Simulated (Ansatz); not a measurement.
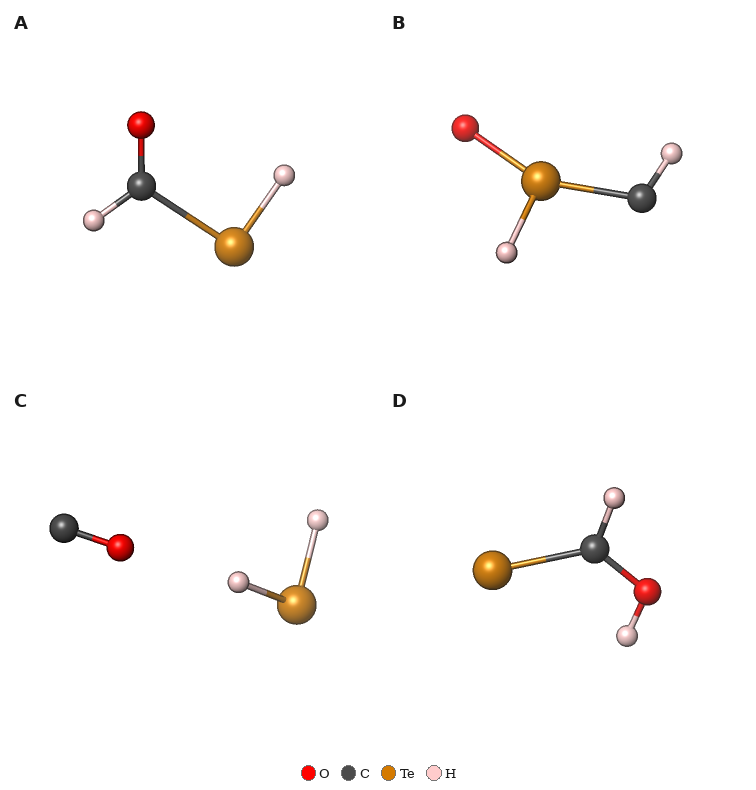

4 stationary structures of one formula. Geometries: PBE-D4/def2-SVP. Electronic energies: PBE-D4/def2-SVP (Ansatz 0.2.0), without zero-point energy. No frequency run is at hand to confirm each as a minimum.

> Which is lowest in energy, and by how much?

A is lowest (Cs); D lies 16.5 kJ/mol above it (Cs), C lies 55.7 kJ/mol above it, B lies 545.3 kJ/mol above it (Cs).
